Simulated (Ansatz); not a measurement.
# Molecular dynamics of SiNH7 (part 3 of 3)

The same run, continued: SiNH7; RKS PBE-D4/def2-SVP (Ansatz 0.2.0). It belongs to a series of runs on one base structure; here: dynamics from the highest image of the converged band.

Geometry of the input (Å):
```
Si 0.1071  -0.0413  0.1016
N  0.0974  -0.3101  2.0145
H  -0.8239  -0.3898  2.4741
H  0.6766  0.3587  2.5453
H  1.3799  0.4300  -0.5447
H  -0.6950  1.2678  0.1912
H  -0.8177  -0.9200  -0.6910
H  1.0406  -1.6225  0.5129
H  0.6841  -1.2751  1.5757
```

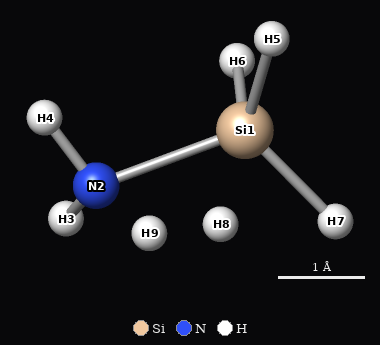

*The geometry at step 20 of the log (ball-and-stick view, seen at a tilt; atoms are numbered from 1 in the order of the input).*

### Output, continued
```
md step   192: t =    96.00 fs  T =  1836.0 K  F+E_penalty+E_count = -9470.95935380 eV  E_kin = 1.661286 eV  conserved = -9469.29806785 eV  (26 SCF iters, 3 dispersion substeps)
md step   193: t =    96.50 fs  T =  1802.8 K  F+E_penalty+E_count = -9470.92817244 eV  E_kin = 1.631208 eV  conserved = -9469.29696431 eV  (26 SCF iters, 3 dispersion substeps)
md step   194: t =    97.00 fs  T =  1778.5 K  F+E_penalty+E_count = -9470.90561843 eV  E_kin = 1.609228 eV  conserved = -9469.29639024 eV  (26 SCF iters, 3 dispersion substeps)
md step   195: t =    97.50 fs  T =  1772.9 K  F+E_penalty+E_count = -9470.90057454 eV  E_kin = 1.604156 eV  conserved = -9469.29641841 eV  (25 SCF iters, 3 dispersion substeps)
md step   196: t =    98.00 fs  T =  1785.7 K  F+E_penalty+E_count = -9470.91263797 eV  E_kin = 1.615733 eV  conserved = -9469.29690530 eV  (26 SCF iters, 3 dispersion substeps)
md step   197: t =    98.50 fs  T =  1808.7 K  F+E_penalty+E_count = -9470.93418138 eV  E_kin = 1.636507 eV  conserved = -9469.29767456 eV  (26 SCF iters, 3 dispersion substeps)
md step   198: t =    99.00 fs  T =  1828.7 K  F+E_penalty+E_count = -9470.95314035 eV  E_kin = 1.654607 eV  conserved = -9469.29853348 eV  (26 SCF iters, 3 dispersion substeps)
md step   199: t =    99.50 fs  T =  1831.5 K  F+E_penalty+E_count = -9470.95635469 eV  E_kin = 1.657206 eV  conserved = -9469.29914911 eV  (26 SCF iters, 3 dispersion substeps)
these checks for a lower state are left out or cut short: starts, cluster_reference, orbital_swaps, neighbouring_geometries, increment
774 factors; their error is unknown
mean field -9470.84893101 eV, -348.0472786427 hartree, gradient 2.3e-5 eV, S^2 0.000000; 0 other end points of the search recorded, 0 dependent functions left out
the calculation of the forces begins
reference -9470.84897814 eV, -348.0472803748 hartree; 14, 14 occupied and 53, 53 virtual orbitals, 774 factors
774 factors; their error is unknown
mean field evaluation 1600: about -9470.3028 eV, gradient 1.3e1 eV
mean field -9470.84893101 eV, -348.0472786427 hartree, gradient 2.3e-5 eV, S^2 0.000000; 1 other end points of the search recorded, 0 dependent functions left out
the calculation of the forces begins
reference -9470.84897814 eV, -348.0472803748 hartree; 14, 14 occupied and 53, 53 virtual orbitals, 774 factors
md step   200: t =   100.00 fs  T =  1808.3 K  F+E_penalty+E_count = -9470.93523519 eV  E_kin = 1.636224 eV  conserved = -9469.29901089 eV  (25 SCF iters, 3 dispersion substeps)
```

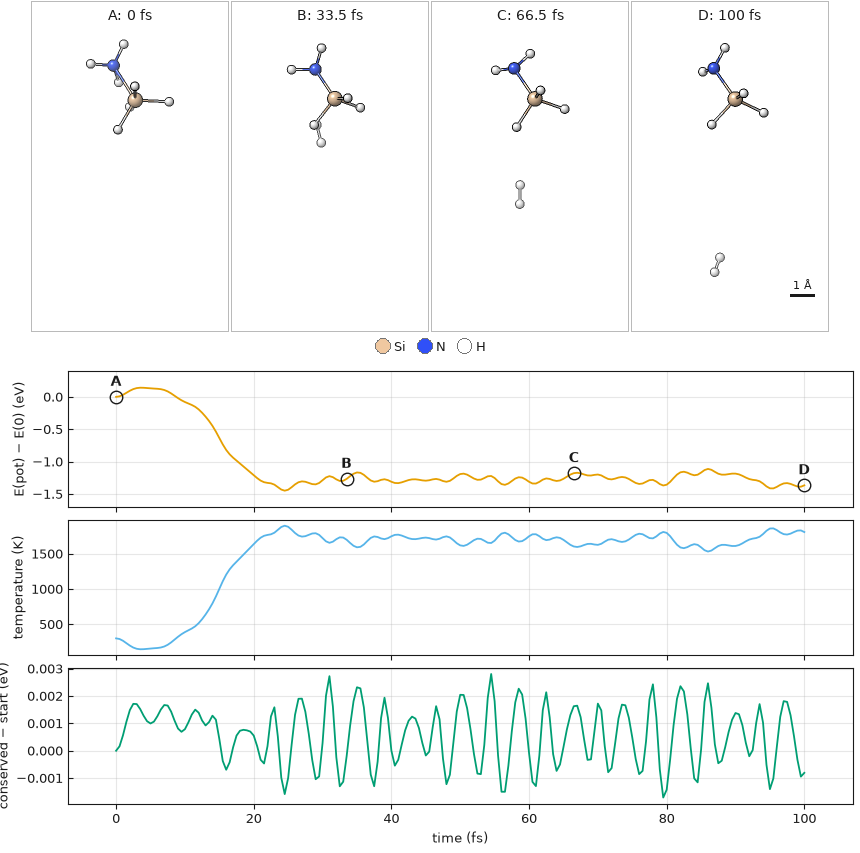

*Frames of the molecular dynamics (ball-and-stick, seen at an oblique angle) above the curves, on which the letters mark them.*

The trajectory kept here has 201 frames over 100 fs. The temperature starts at 300 K, ranges from 145 to 1899 K and averages 1697 K over the second half. The potential energy ends 1.366 eV below its first value. The conserved quantity stays within 0.0045 eV. After an unweighted best fit of the last frame on the first, the root-mean-square displacement is 3.97 Å, and H9 has moved furthest (7.50 Å).

```
Total energy: -9470.93528232 eV, -348.0504519948 hartree
Atom 0 at    -0.116658     0.193740     0.236638 Å, force     0.666375     1.159704    -0.260387 eV/Å
Atom 1 at    -0.197943     0.297535     1.997250 Å, force     0.363703    -0.914129     0.304815 eV/Å
Atom 2 at    -1.123303     0.256857     2.410931 Å, force    -0.602090     0.148207     0.203371 eV/Å
Atom 3 at     0.374249    -0.388171     2.562408 Å, force    -0.390055     0.748884    -0.898479 eV/Å
Atom 4 at     1.376106     0.212814     0.038644 Å, force     0.014642     0.047778    -0.209590 eV/Å
Atom 5 at    -0.742669     1.468194    -0.464257 Å, force     0.313989    -0.862612     0.720385 eV/Å
Atom 6 at    -0.575100    -0.971695    -0.582984 Å, force    -0.366557    -0.327831     0.139879 eV/Å
Atom 7 at     6.510958    -8.756083    -0.948448 Å, force     0.422996     0.160193    -0.364799 eV/Å
Atom 8 at     5.963490    -8.963236    -0.476301 Å, force    -0.423003    -0.160193     0.364806 eV/Å
Dipole moment:    -0.160463    -0.223885     0.263236 e Å
```

### Trajectory as extended XYZ (Å, eV, eV/Å), 11 of the 201 frames kept, from step=0 to step=200
```
9
Properties=species:S:1:pos:R:3:forces:R:3 step=0 time_fs=0.0 energy=-9469.56965 temperature=300.0
Si    0.1071   -0.0413    0.1016   -0.0040  -0.0042   0.0017
N     0.0974   -0.3101    2.0145    0.0143   0.0137   0.0051
H    -0.8239   -0.3898    2.4741   -0.0009  -0.0055  -0.0051
H     0.6766    0.3587    2.5453   -0.0071   0.0021   0.0042
H     1.3799    0.4300   -0.5447    0.0013  -0.0009  -0.0010
H    -0.6950    1.2678    0.1912    0.0009  -0.0004  -0.0014
H    -0.8177   -0.9200   -0.6910   -0.0022   0.0022   0.0005
H     1.0406   -1.6225    0.5128    0.0056  -0.0021  -0.0130
H     0.6841   -1.2751    1.5757   -0.0080  -0.0050   0.0089
9
Properties=species:S:1:pos:R:3:forces:R:3 step=20 time_fs=10.0 energy=-9469.64917 temperature=388.8
Si    0.1058   -0.0379    0.1336   -0.4699   0.2312  -0.5648
N     0.0854   -0.3152    1.9718   -0.7091   0.5186   0.4538
H    -0.8149   -0.2254    2.4841    0.1419   0.0194  -0.2954
H     0.7052    0.3959    2.3684    0.3289   0.1126   0.3855
H     1.4373    0.4180   -0.5027   -0.5571  -0.2761   0.2967
H    -0.7018    1.2381    0.1714   -0.1572   0.3143  -0.2244
H    -0.7882   -1.0216   -0.6386    0.4217   0.3925   0.2453
H     1.0734   -1.6097    0.5006    0.2842  -0.5844   0.3629
H     0.7364   -1.3696    1.3808    0.7166  -0.7281  -0.6596
9
Properties=species:S:1:pos:R:3:forces:R:3 step=40 time_fs=20.0 energy=-9470.77887 temperature=1637.0
Si    0.0803   -0.0149    0.1675   -1.5598   1.9374   0.8009
N     0.0665   -0.2854    1.9448   -0.9340  -0.1183  -0.6353
H    -0.8561    0.0061    2.3453    0.6763  -0.2843  -0.2316
H     0.7704    0.2965    2.3801    0.4964   0.3649   0.4447
H     1.4022    0.2751   -0.3717    0.7909   0.0138  -0.1752
H    -0.7585    1.3251   -0.0634    0.5259  -0.8939  -0.0538
H    -0.6197   -1.0644   -0.5759   -0.2304  -0.5520  -0.2674
H     1.5037   -2.2219    0.4104   -0.3634   0.4464   0.9963
H     1.1791   -1.8439    1.0694    0.5982  -0.9139  -0.8786
9
Properties=species:S:1:pos:R:3:forces:R:3 step=60 time_fs=30.0 energy=-9470.85706 temperature=1723.1
Si    0.0306    0.0409    0.2062    1.8680  -1.8511  -1.3114
N     0.0491   -0.2361    1.9008   -2.5045   0.3948   0.6691
H    -0.8463    0.1669    2.2857    0.8250  -0.6755   0.1130
H     0.7908    0.1298    2.4598    1.0086   0.5052   0.5027
H     1.5070    0.0570   -0.2009   -0.3366   0.3037   0.0139
H    -0.6727    1.1547   -0.3950   -0.5977   1.0338  -0.1525
H    -0.4444   -1.2193   -0.5077   -0.2483   0.2887   0.1396
H     2.1121   -3.0177    0.2432    0.6372  -0.5698  -1.2068
H     1.8016   -2.7392    0.8417   -0.6517   0.5703   1.2324
9
Properties=species:S:1:pos:R:3:forces:R:3 step=80 time_fs=40.0 energy=-9470.88005 temperature=1748.2
Si    0.0147    0.0693    0.2011    0.4082  -0.9967  -0.8905
N    -0.0108   -0.1566    1.9167   -2.1611   0.4244   0.7481
H    -0.8067    0.0552    2.5753    0.8472  -0.3059  -0.9624
H     0.8517    0.0099    2.3802    1.1863   0.3444   0.6817
H     1.5333    0.0771   -0.0636   -0.5607   0.1883  -0.1000
H    -0.6898    1.2210   -0.5600    0.2688  -0.2714   0.5814
H    -0.5132   -1.2480   -0.4073    0.0208   0.6039  -0.0593
H     2.7492   -3.8428    0.0556    0.5822  -0.3401  -1.0116
H     2.3980   -3.6364    0.6686   -0.5917   0.3531   1.0126
9
Properties=species:S:1:pos:R:3:forces:R:3 step=100 time_fs=50.0 energy=-9470.76109 temperature=1619.0
Si    0.0098    0.0677    0.1817   -1.5988   1.2312   1.7884
N    -0.0731   -0.0481    1.9684   -1.2317  -0.0789  -0.8628
H    -0.7980   -0.1548    2.7214    0.6920   0.1324  -1.3121
H     0.8496   -0.0265    2.3339    1.1484   0.0358   0.8871
H     1.4271    0.2458   -0.0829    0.9390  -0.2129  -0.2203
H    -0.6540    1.3463   -0.3892    0.1615  -0.4647   0.1832
H    -0.6702   -1.0497   -0.4793   -0.1083  -0.6458  -0.4636
H     3.4070   -4.6734   -0.1594   -0.9238   0.3304   1.4270
H     2.9636   -4.5154    0.5253    0.9217  -0.3275  -1.4269
9
Properties=species:S:1:pos:R:3:forces:R:3 step=120 time_fs=60.0 energy=-9470.88032 temperature=1748.5
Si   -0.0205    0.0812    0.2057    0.8870  -0.3343   0.0261
N    -0.0874    0.0641    1.9579   -1.6453  -0.7982   0.1728
H    -0.9068   -0.3455    2.4770    0.8336   0.5224  -0.6751
H     0.7373   -0.0583    2.5189    0.7529  -0.2298   0.2361
H     1.4709    0.1948   -0.1812   -0.5519  -0.2146   0.1708
H    -0.6223    1.3354   -0.1924   -0.5802   0.9183  -0.5778
H    -0.7031   -0.9912   -0.6825    0.3041   0.1358   0.6471
H     4.0297   -5.4880   -0.3170   -0.5397   0.0935   0.7403
H     3.5620   -5.4074    0.3247    0.5394  -0.0931  -0.7403
9
Properties=species:S:1:pos:R:3:forces:R:3 step=140 time_fs=70.0 energy=-9470.76828 temperature=1626.6
Si   -0.0418    0.1158    0.2331    0.5138   0.9241  -1.7547
N    -0.1108    0.1440    1.9475   -1.1868  -0.8329   0.8395
H    -0.9713   -0.4088    2.1575    0.4423   0.4958   0.5546
H     0.6388   -0.2081    2.5469    0.1488  -0.1038  -0.1813
H     1.4029   -0.0012   -0.2340   -0.1691   0.3683   0.1066
H    -0.7483    1.4361   -0.2616    0.5035  -0.9095   0.1001
H    -0.6495   -1.0518   -0.5291   -0.2523   0.0579   0.3353
H     4.6309   -6.3026   -0.4491    1.5573  -0.0128  -1.8981
H     4.1815   -6.2988    0.0987   -1.5573   0.0129   1.8981
9
Properties=species:S:1:pos:R:3:forces:R:3 step=160 time_fs=80.0 energy=-9470.92554 temperature=1796.9
Si   -0.0464    0.1609    0.2223   -1.2910  -0.4264   0.4504
N    -0.1697    0.1860    1.9835    0.5773  -0.2509   0.3474
H    -1.0361   -0.2633    2.3297    0.2436   0.2572  -0.1696
H     0.6081   -0.3933    2.3625   -0.3650   0.4117   0.0132
H     1.3378    0.0777   -0.2255    0.8535   0.0496  -0.1124
H    -0.7383    1.3010   -0.4626    0.0352   0.1638   0.0759
H    -0.7703   -1.0912   -0.1667   -0.0536  -0.2051  -0.6050
H     5.2796   -7.1179   -0.6396   -0.2473  -0.0334   0.2684
H     4.7535   -7.1896   -0.0689    0.2473   0.0335  -0.2683
9
Properties=species:S:1:pos:R:3:forces:R:3 step=180 time_fs=90.0 energy=-9470.75431 temperature=1610.8
Si   -0.0732    0.1879    0.2134   -0.0368  -1.3936   1.2092
N    -0.2020    0.2317    2.0219    1.4996  -0.0568  -1.0432
H    -1.0819    0.0035    2.4840   -0.2282  -0.1341  -0.1270
H     0.5359   -0.4453    2.3390   -0.7247   0.6216   0.0885
H     1.4373    0.2336   -0.1409   -0.7392  -0.2576   0.2447
H    -0.6825    1.2693   -0.5635   -0.3880   0.7024  -0.0732
H    -0.8325   -1.1118   -0.2060    0.6174   0.5180  -0.2991
H     5.9220   -7.9296   -0.8196   -1.3154  -0.3434   1.2759
H     5.3318   -8.0838   -0.2470    1.3154   0.3434  -1.2759
9
Properties=species:S:1:pos:R:3:forces:R:3 step=200 time_fs=100.0 energy=-9470.93524 temperature=1808.3
Si   -0.1167    0.1937    0.2366    0.6664   1.1597  -0.2604
N    -0.1979    0.2975    1.9972    0.3637  -0.9141   0.3048
H    -1.1233    0.2569    2.4109   -0.6021   0.1482   0.2034
H     0.3742   -0.3882    2.5624   -0.3901   0.7489  -0.8985
H     1.3761    0.2128    0.0386    0.0146   0.0478  -0.2096
H    -0.7427    1.4682   -0.4643    0.3140  -0.8626   0.7204
H    -0.5751   -0.9717   -0.5830   -0.3666  -0.3278   0.1399
H     6.5110   -8.7561   -0.9484    0.4230   0.1602  -0.3648
H     5.9635   -8.9632   -0.4763   -0.4230  -0.1602   0.3648
```
